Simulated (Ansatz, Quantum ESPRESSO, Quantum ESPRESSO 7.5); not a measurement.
**Cu: work function by face**

Aim: the work function of the low-index faces of Cu, their order, and how far the functional matters.

Calculated with Quantum ESPRESSO 7.5; plane-wave DFT, PBE, GBRV ultrasoft pseudopotentials (geometry and cross-check by Ansatz 0.2.0 with PAW datasets; geometry under PBE).

Experimental background.

“Anisotropic work function of elemental crystals” (2019, arxiv:1902.07811) quotes from earlier work for Cu (clean single-crystal faces): work function of (111) (clean (111) face) 4.9 eV; work function of (100) (clean (100) face) 4.73 eV; work function of (110) (clean (110) face) 4.56 eV.

Report form: the programs' logs are mostly left out.

## (1) Set-up

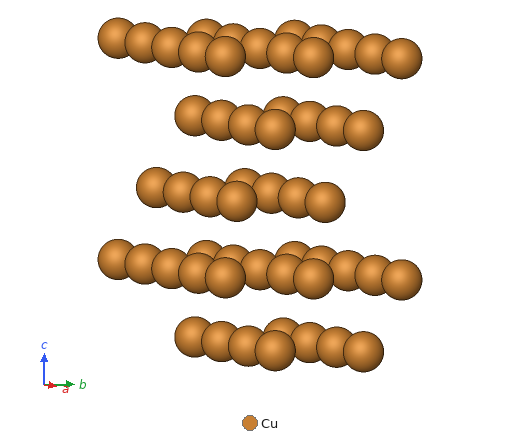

The starting structure, seen from the side, with the c axis up (copper orange). 4×2×1 cells are drawn. Some periodic images of atoms are drawn too.

The cell holds 5 atoms: 5 Cu. Cell: a = 2.553 Å, b = 2.553 Å, c = 24.337 Å, α = 90.0°, β = 90.0°, γ = 60.0°. It derives from Cu. Vacuum lies along c.

## (2) Relaxation with Ansatz of (111)

A relaxation in Ansatz fixes the structure of this slab for the runs on it.

input.yaml reads:

```yaml
crystal:
  lattice:
    - [2.5526554801, 0.0, 0.0]
    - [1.27632774, 2.2106644929, 0.0]
    - [0.0, 0.0, 24.3369378871]
  atoms:
    - { symbol: Cu, position: [0.6666666667, 0.6666666667, 0.3287184295] }
    - { symbol: Cu, position: [0.0, 0.0, 0.4143592147] }
    - { symbol: Cu, position: [0.3333333333, 0.3333333333, 0.5] }
    - { symbol: Cu, position: [0.6666666667, 0.6666666667, 0.5856407853] }
    - { symbol: Cu, position: [0.0, 0.0, 0.6712815705] }
kpoints:
  mp_grid: { grid: [12, 12, 1] }
hamiltonian:
  xc: pbe
scf:
  occupations: { method: fermi_dirac, width: 0.1 }
  convergence: { dr2_threshold: 1.0e-08 }
efield:
  axis: 3
  dipole_correction: true
  ramp_position: 0.97
  ramp_width: 0.04
relax:
  f_tol: 0.01
  constraints: [{ sites: [2] }]
output:
  write_potential: true
  write_density: true
  volumetric_format: npy
```

The run is started by

```sh
$ ansatz run input.yaml --threads 4 --pin off --max-ram 8192MiB --backend cpu --events-out ev --progress --plain --runs-dir out
```

The job ended after 5.9 s (4 threads of Arm Neoverse V1, shared host; peak memory 0.51 GiB; 22 s of CPU time).

No atom moved by 0.005 Å in the relaxation.

 Held were the atoms numbered 3; the forces quoted are those on the free ones.

This step gave:

```
free energy                     : -33124.9449 eV
energy at zero smearing         : -33124.9122 eV
smearing term TS                : 0.06538 eV
Fermi energy                    : 4.509 eV
symmetry operations             : 6
work function of the upper face : 4.793 eV
work function of the lower face : 4.793 eV
dipole along the normal         : -1.18e-5 e·Å
```

## (3) Self-consistent run of (111), PBE

Both faces of the slab are alike, so a plain periodic cell serves and symmetry is kept.

Level of this step: plane-wave DFT, PBE, GBRV ultrasoft pseudopotentials (Quantum ESPRESSO 7.5).

111.pbe.in reads:

```
&control
  prefix = '111.pbe'
  outdir = './out'
  pseudo_dir = './pseudo'
  calculation = 'scf'
  tprnfor = .true.
/
&system
  ibrav = 0
  nat = 5
  ntyp = 1
  ecutwfc = 40
  ecutrho = 200
  occupations = 'smearing'
  smearing = 'mv'
  degauss = 0.02
/
&electrons
  conv_thr = 1e-07
  mixing_beta = 0.4
  electron_maxstep = 120
  mixing_mode = 'local-TF'
/
ATOMIC_SPECIES
  Cu  63.5460  cu_pbe_v1.2.uspp.F.UPF
CELL_PARAMETERS angstrom
  2.55265548011376 0.00000000002887 0.00000000000000
  1.27632774003188 2.21066449290251 0.00000000000000
  0.00000000000000 0.00000000000000 24.33693788710000
ATOMIC_POSITIONS crystal
  Cu  0.666666666667 0.666666666667 0.328718429500
  Cu  0.000000000000 0.000000000000 0.414359214700
  Cu  0.333333333333 0.333333333333 0.500000000000
  Cu  0.666666666667 0.666666666667 0.585640785300
  Cu  0.000000000000 0.000000000000 0.671281570500
K_POINTS automatic
  12 12 1 0 0 0
```

The run is started by

```sh
$ OMP_NUM_THREADS=1 mpirun -n 4 pw.x -nk 4 -in 111.pbe.in > 111.pbe.out
```

Run time: 59 s. Hardware: 4 MPI ranks; peak memory 0.47 GiB.

This step gave:

```
free energy  : -27467.7291 eV
Fermi energy : 4.222 eV
```

## (4) Potential by pp.x of (111)

The vacuum level is read from the electrostatic potential (plot_num = 11), averaged over planes.

111.pbe.pot.in reads:

```
&inputpp
  prefix = '111.pbe'
  outdir = './out'
  filplot = '111.pbe.pot.dat'
  plot_num = 11
/
```

The run is started by

```sh
$ OMP_NUM_THREADS=1 mpirun -n 4 pp.x -in 111.pbe.pot.in > 111.pbe.pot.out
```

Run time: 0.8 s. Hardware: 4 MPI ranks; peak memory 0.09 GiB.

This step gave:

- work function of the upper face: 4.775 eV
- slope of the potential above: 2.20e-4 eV/Å
- upper vacuum line continued to the top atoms, over the Fermi level: 4.774 eV
- work function of the lower face: 4.775 eV
- slope of the potential below: -1.54e-4 eV/Å
- lower vacuum line continued to the bottom atoms, over the Fermi level: 4.775 eV

The potential energy, planar mean oscillates, so the rows of the table below give means over windows of 2.14 Å about each position, cut where the curve ends. Its maxima inside the range that stand out by 2 % of the span (Å: eV): 9.0: -0.0166, 11.2: 0.00282, 13.2: 0.00282, 15.3: -0.0166. Its minima: 8.0: -24.2, 10.0: -24.1, 12.2: -24.2, 14.3: -24.1, 16.3: -24.2.

Electrostatic potential energy of an electron; zero at the Fermi level. Potential energy, planar mean against z; means over each step:

```
z (Å)  potential energy, planar mean (eV)
 1.07                                4.78
 3.21                                4.78
 5.35                                4.65
 7.49                               -8.26
 9.63                               -9.98
11.77                               -9.86
13.91                               -9.91
16.05                               -9.71
18.19                                3.75
20.33                                4.77
22.47                                4.78
```

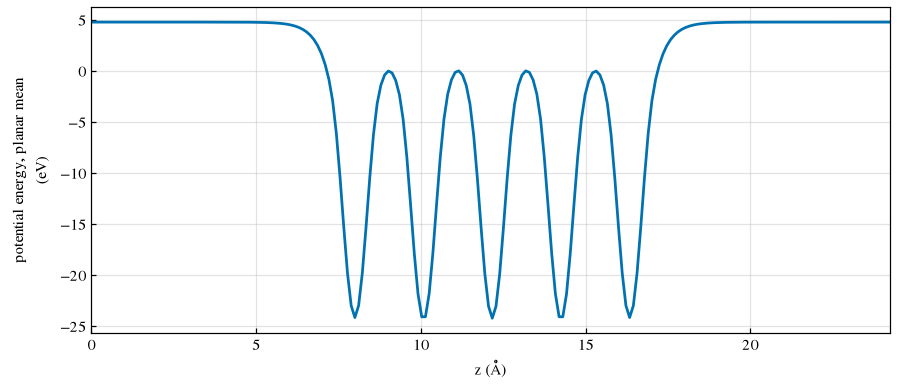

Potential energy, planar mean, plotted against z.

## (5) SCF with pw.x of (111), LDA

The same atoms under a second functional.

Level of this step: plane-wave DFT, LDA, GBRV ultrasoft pseudopotentials (Quantum ESPRESSO 7.5).

111.lda.in, as its differences from the input of step 3:

```diff
@@ -1,3 +1,3 @@
 &control
-  prefix = '111.pbe'
+  prefix = '111.lda'
   outdir = './out'
@@ -24,3 +24,3 @@
 ATOMIC_SPECIES
-  Cu  63.5460  cu_pbe_v1.2.uspp.F.UPF
+  Cu  63.5460  cu_lda_v1.2.uspp.F.UPF
 CELL_PARAMETERS angstrom
```

The run is started by

```sh
$ OMP_NUM_THREADS=1 mpirun -n 4 pw.x -nk 4 -in 111.lda.in > 111.lda.out
```

The job ended after 70 s (4 MPI ranks; peak memory 0.47 GiB).

This step gave:

- free energy: -27451.2823 eV
- Fermi energy: 3.818 eV

## (6) Potential by pp.x of (111)

111.lda.pot.in reads:

```
&inputpp
  prefix = '111.lda'
  outdir = './out'
  filplot = '111.lda.pot.dat'
  plot_num = 11
/
```

The run is started by

```sh
$ OMP_NUM_THREADS=1 mpirun -n 4 pp.x -in 111.lda.pot.in > 111.lda.pot.out
```

Wall time 0.79 s (4 MPI ranks); peak memory 0.1 GiB.

Read from the output:

```
work function of the upper face                                       : 5.146 eV
slope of the potential above                                          : 1.65e-4 eV/Å
upper vacuum line continued to the top atoms, over the Fermi level    : 5.145 eV
work function of the lower face                                       : 5.146 eV
slope of the potential below                                          : -1.16e-4 eV/Å
lower vacuum line continued to the bottom atoms, over the Fermi level : 5.145 eV
```

On (111) the work function under LDA lies +0.37 eV from PBE's.

## (7) Relaxation with Ansatz of (100)

Level of this step: plane-wave DFT, PBE, Ansatz PAW (Ansatz 0.2.0).

input.yaml, the sections that differ from step 2:

```yaml
crystal:
  lattice:
    - [2.5526554801, 0.0, 0.0]
    - [0.0, 2.5526554801, 0.0]
    - [0.0, 0.0, 23.22]
  atoms:
    - { symbol: Cu, position: [0.0, 0.0, 0.3445305771] }
    - { symbol: Cu, position: [0.5, 0.5, 0.4222652885] }
    - { symbol: Cu, position: [0.0, 0.0, 0.5] }
    - { symbol: Cu, position: [0.5, 0.5, 0.5777347115] }
    - { symbol: Cu, position: [0.0, 0.0, 0.6554694229] }
# kpoints, hamiltonian, scf, efield, relax, output: as in step 2
```

The run is started by

```sh
$ ansatz run input.yaml --threads 4 --pin off --max-ram 8192MiB --backend cpu --events-out ev --progress --plain --runs-dir out
```

The job ended after 24 s (4 threads; peak memory 0.54 GiB).

Relaxation path:

```
step  energy less that of the first step (eV)  largest force component (eV/Å)
   1                                   0.0000                          0.2365
   2                                  -0.0045                          0.1509
   3                                  -0.0076                          0.0034
```

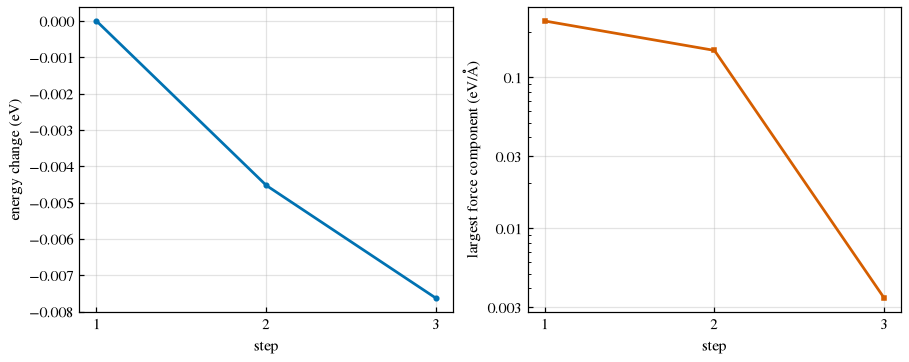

Energy and largest force along the relaxation.

The atoms that moved most (Å):

```
atom     dx     dy      dz  length
 Cu4  0.000  0.000   0.028   0.028
 Cu2  0.000  0.000  -0.028   0.028
 Cu1  0.000  0.000   0.007   0.007
 Cu5  0.000  0.000  -0.007   0.007
```

Final coordinates:

```xyz
5
Lattice="2.5527 0.0000 0.0000 0.0000 2.5527 0.0000 0.0000 0.0000 23.2200" Properties=species:S:1:pos:R:3
Cu    0.0000    0.0000    8.0073
Cu    1.2763    1.2763    9.7765
Cu    0.0000    0.0000   11.6100
Cu    1.2763    1.2763   13.4435
Cu    0.0000    0.0000   15.2127
```

The relaxation lowers the energy by 2 meV an atom. Held were the atoms numbered 3; the forces quoted are those on the free ones.

Read from the output:

| Property | Result |
| --- | --- |
| free energy | -33124.6895 eV |
| energy at zero smearing | -33124.6634 eV |
| smearing term TS | 0.05220 eV |
| Fermi energy | 3.841 eV |
| symmetry operations | 8 |
| work function of the upper face | 4.506 eV |
| work function of the lower face | 4.505 eV |
| dipole along the normal | -1.19e-5 e·Å |

## (8) Ground state of (100), PBE

Level of this step: plane-wave DFT, PBE, GBRV ultrasoft pseudopotentials (Quantum ESPRESSO 7.5).

100.pbe.in reads:

```
&control
  prefix = '100.pbe'
  outdir = './out'
  pseudo_dir = './pseudo'
  calculation = 'scf'
  tprnfor = .true.
/
&system
  ibrav = 0
  nat = 5
  ntyp = 1
  ecutwfc = 40
  ecutrho = 200
  occupations = 'smearing'
  smearing = 'mv'
  degauss = 0.02
/
&electrons
  conv_thr = 1e-07
  mixing_beta = 0.4
  electron_maxstep = 120
  mixing_mode = 'local-TF'
/
ATOMIC_SPECIES
  Cu  63.5460  cu_pbe_v1.2.uspp.F.UPF
CELL_PARAMETERS angstrom
  2.55265548010000 0.00000000000000 0.00000000000000
  0.00000000000000 2.55265548010000 0.00000000000000
  0.00000000000000 0.00000000000000 23.22000000000000
ATOMIC_POSITIONS crystal
  Cu  0.000000000000 0.000000000000 0.344846018357
  Cu  0.500000000000 0.500000000000 0.421038841228
  Cu  0.000000000000 0.000000000000 0.500000000000
  Cu  0.500000000000 0.500000000000 0.578961208051
  Cu  0.000000000000 0.000000000000 0.655154047334
K_POINTS automatic
  12 12 1 0 0 0
```

The run is started by

```sh
$ OMP_NUM_THREADS=1 mpirun -n 4 pw.x -nk 4 -in 100.pbe.in > 100.pbe.out
```

The job ended after 51 s (4 MPI ranks; peak memory 0.53 GiB).

Read from the output:

| Item | Value |
| --- | --- |
| free energy | -27467.4799 eV |
| Fermi energy | 3.572 eV |

## (9) Electrostatic potential of (100)

100.pbe.pot.in reads:

```
&inputpp
  prefix = '100.pbe'
  outdir = './out'
  filplot = '100.pbe.pot.dat'
  plot_num = 11
/
```

The run is started by

```sh
$ OMP_NUM_THREADS=1 mpirun -n 4 pp.x -in 100.pbe.pot.in > 100.pbe.pot.out
```

Wall time 0.8 s (4 MPI ranks); peak memory 0.1 GiB; 2.9 s of CPU time.

This step gave:

| Item | Value |
| --- | --- |
| work function of the upper face | 4.504 eV |
| slope of the potential above | 2.15e-4 eV/Å |
| upper vacuum line continued to the top atoms, over the Fermi level | 4.503 eV |
| work function of the lower face | 4.504 eV |
| slope of the potential below | -5.29e-5 eV/Å |
| lower vacuum line continued to the bottom atoms, over the Fermi level | 4.504 eV |

The potential energy, planar mean oscillates, so the rows of the table below give means over windows of 1.74 Å about each position, cut where the curve ends. Its maxima inside the range that stand out by 2 % of the span (Å: eV): 8.9: -2.01, 10.7: -1.42, 12.5: -1.41, 14.3: -2.01. Its minima: 8.0: -20.4, 9.8: -20.6, 11.6: -20.5, 13.5: -20.6, 15.2: -20.4.

Electrostatic potential energy of an electron; zero at the Fermi level. Potential energy, planar mean against z; means over each step:

```
z (Å)  potential energy, planar mean (eV)
 0.87                                4.50
 2.61                                4.50
 4.35                                4.50
 6.09                                3.95
 7.83                               -9.61
 9.57                               -10.4
11.31                               -10.1
13.05                               -10.1
14.79                               -10.2
16.53                                1.79
18.27                                4.47
20.01                                4.50
21.75                                4.50
```

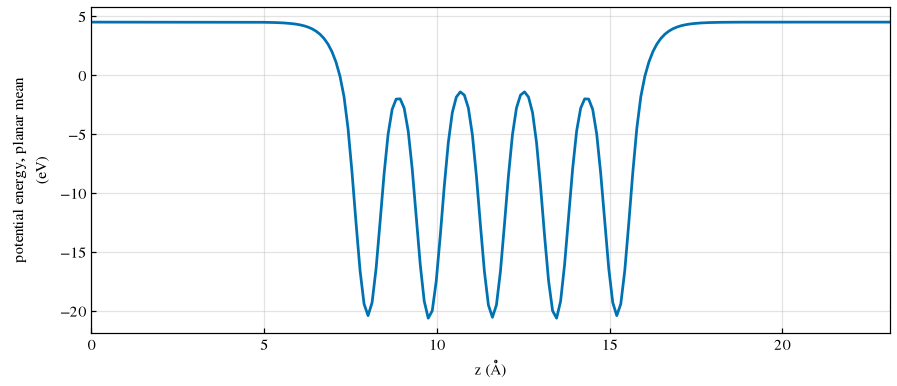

Potential energy, planar mean, plotted against z.

## (10) Self-consistent run of (100), LDA

Level of this step: plane-wave DFT, LDA, GBRV ultrasoft pseudopotentials (Quantum ESPRESSO 7.5).

100.lda.in, as its differences from the input of step 8:

```diff
@@ -1,3 +1,3 @@
 &control
-  prefix = '100.pbe'
+  prefix = '100.lda'
   outdir = './out'
@@ -24,3 +24,3 @@
 ATOMIC_SPECIES
-  Cu  63.5460  cu_pbe_v1.2.uspp.F.UPF
+  Cu  63.5460  cu_lda_v1.2.uspp.F.UPF
 CELL_PARAMETERS angstrom
```

The run is started by

```sh
$ OMP_NUM_THREADS=1 mpirun -n 4 pw.x -nk 4 -in 100.lda.in > 100.lda.out
```

It took 61 s on 4 MPI ranks; peak memory 0.53 GiB.

This step gave:

```
free energy  : -27450.9399 eV
Fermi energy : 3.175 eV
```

## (11) Potential by pp.x of (100)

100.lda.pot.in reads:

```
&inputpp
  prefix = '100.lda'
  outdir = './out'
  filplot = '100.lda.pot.dat'
  plot_num = 11
/
```

The run is started by

```sh
$ OMP_NUM_THREADS=1 mpirun -n 4 pp.x -in 100.lda.pot.in > 100.lda.pot.out
```

Wall time 0.79 s (4 MPI ranks); peak memory 0.1 GiB; 2.8 s of CPU time.

Numbers from this step:

```
work function of the upper face                                       : 4.870 eV
slope of the potential above                                          : 1.76e-4 eV/Å
upper vacuum line continued to the top atoms, over the Fermi level    : 4.869 eV
work function of the lower face                                       : 4.871 eV
slope of the potential below                                          : -2.45e-5 eV/Å
lower vacuum line continued to the bottom atoms, over the Fermi level : 4.870 eV
```

On (100) the work function under LDA lies +0.37 eV from PBE's.

## (12) Geometry from Ansatz of (110)

Level of this step: plane-wave DFT, PBE, Ansatz PAW (Ansatz 0.2.0).

System of this step: Cu(110), 7 layers. The cell holds 7 atoms: 7 Cu. Cell: a = 3.610 Å, b = 2.553 Å, c = 23.658 Å, α = 90.0°, β = 90.0°, γ = 90.0°. It derives from Cu. Vacuum lies along c.

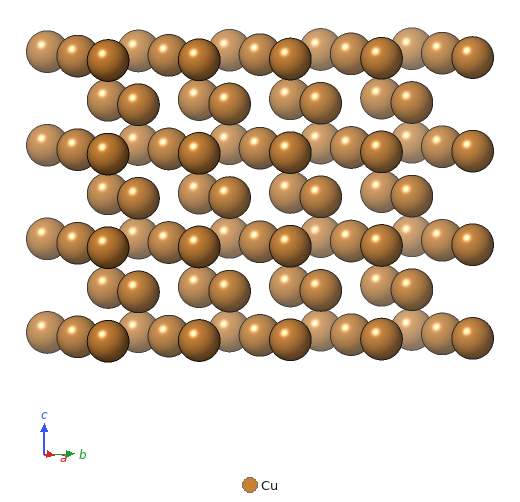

The cell of this step (copper orange). 2×4×1 cells are drawn. Some periodic images of atoms are drawn too.

input.yaml, the sections that differ from step 7:

```yaml
crystal:
  lattice:
    - [3.61, 0.0, 0.0]
    - [0.0, 2.5526554801, 0.0]
    - [0.0, 0.0, 23.6579664403]
  atoms:
    - { symbol: Cu, position: [0.0, 0.0, 0.338152479] }
    - { symbol: Cu, position: [0.5, 0.5, 0.3921016527] }
    - { symbol: Cu, position: [0.0, 0.0, 0.4460508263] }
    - { symbol: Cu, position: [0.5, 0.5, 0.5] }
    - { symbol: Cu, position: [0.0, 0.0, 0.5539491737] }
    - { symbol: Cu, position: [0.5, 0.5, 0.6078983473] }
    - { symbol: Cu, position: [0.0, 0.0, 0.661847521] }
kpoints:
  mp_grid: { grid: [8, 12, 1] }
relax:
  f_tol: 0.01
  constraints: [{ sites: [2, 3, 4] }]
# hamiltonian, scf, efield, output: as in step 7
```

The run is started by

```sh
$ ansatz run input.yaml --threads 4 --pin off --max-ram 8192MiB --backend cpu --events-out ev --progress --plain --runs-dir out
```

Elapsed: 55 s, on 4 threads; peak memory 0.86 GiB; 3.7 min of CPU time.

Step by step:

```
step  energy less that of the first step (eV)  largest force component (eV/Å)
   1                                   0.0000                          0.3810
   2                                  -0.0225                          0.2608
   3                                  -0.0397                          0.0036
```

Forces are held to the 4 operations that the run works with; a distortion that breaks them can't arise in this run.

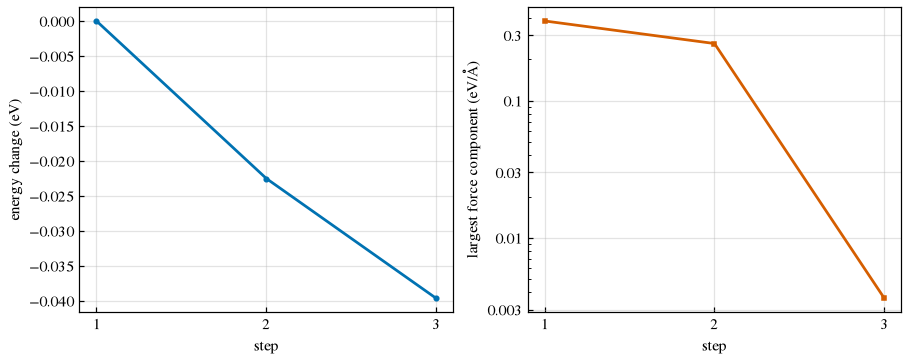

Energy and largest force along the relaxation.

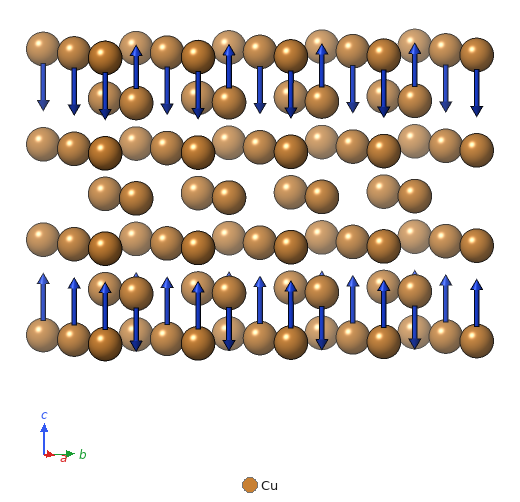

Displacements in the relaxation, exaggerated; the longest in the cell stands for 0.06 Å. 2×4×1 cells are drawn. Some periodic images of atoms are drawn too.

The atoms that moved most (Å):

```
atom     dx     dy      dz  length
 Cu1  0.000  0.000   0.057   0.057
 Cu7  0.000  0.000  -0.057   0.057
 Cu6  0.000  0.000   0.053   0.053
 Cu2  0.000  0.000  -0.053   0.053
```

The relaxation lowers the energy by 6 meV an atom. Held were the atoms numbered 3, 4 and 5; the forces quoted are those on the free ones.

Numbers from this step:

```
free energy                     : -46374.4526 eV
energy at zero smearing         : -46374.4153 eV
smearing term TS                : 0.07465 eV
Fermi energy                    : 3.666 eV
symmetry operations             : 4
work function of the upper face : 4.370 eV
work function of the lower face : 4.370 eV
dipole along the normal         : -3.33e-8 e·Å
```

## (13) Self-consistent run of (110), PBE

Level of this step: plane-wave DFT, PBE, GBRV ultrasoft pseudopotentials (Quantum ESPRESSO 7.5).

110.pbe.in reads:

```
&control
  prefix = '110.pbe'
  outdir = './out'
  pseudo_dir = './pseudo'
  calculation = 'scf'
  tprnfor = .true.
/
&system
  ibrav = 0
  nat = 7
  ntyp = 1
  ecutwfc = 40
  ecutrho = 200
  occupations = 'smearing'
  smearing = 'mv'
  degauss = 0.02
/
&electrons
  conv_thr = 1e-07
  mixing_beta = 0.4
  electron_maxstep = 120
  mixing_mode = 'local-TF'
/
ATOMIC_SPECIES
  Cu  63.5460  cu_pbe_v1.2.uspp.F.UPF
CELL_PARAMETERS angstrom
  3.61000000000000 0.00000000000000 0.00000000000000
  0.00000000000000 2.55265548010000 0.00000000000000
  0.00000000000000 0.00000000000000 23.65796644030000
ATOMIC_POSITIONS crystal
  Cu  0.000000000000 0.000000000000 0.340570873926
  Cu  0.500000000000 0.500000000000 0.389881166551
  Cu  0.000000000000 0.000000000000 0.446050826300
  Cu  0.500000000000 0.500000000000 0.500000000000
  Cu  0.000000000000 0.000000000000 0.553949173700
  Cu  0.500000000000 0.500000000000 0.610118840866
  Cu  0.000000000000 0.000000000000 0.659429130546
K_POINTS automatic
  8 12 1 0 0 0
```

The run is started by

```sh
$ OMP_NUM_THREADS=1 mpirun -n 4 pw.x -nk 4 -in 110.pbe.in > 110.pbe.out
```

The job ended after 3.3 min (4 MPI ranks; peak memory 0.85 GiB).

This step gave:

| Property | Result |
| --- | --- |
| free energy | -38454.3567 eV |
| Fermi energy | 3.398 eV |

[end of part 1 of 2]

[Logs are printed without paths, hosts, clocks, repeated set-up lines and the standing remarks that a program may print on its own settings, such as how far it seeks lower states.]

[Hosts, paths, dates, database ids (printed as entryN), source tags and the programs' standing remarks are cut or masked in the printed files.]

[Maps of the electrostatic potential energy from Ansatz leave out the sawtooth potential of an applied field or a dipole correction, so their vacuum need not be flat; planar profiles and work functions include it.]
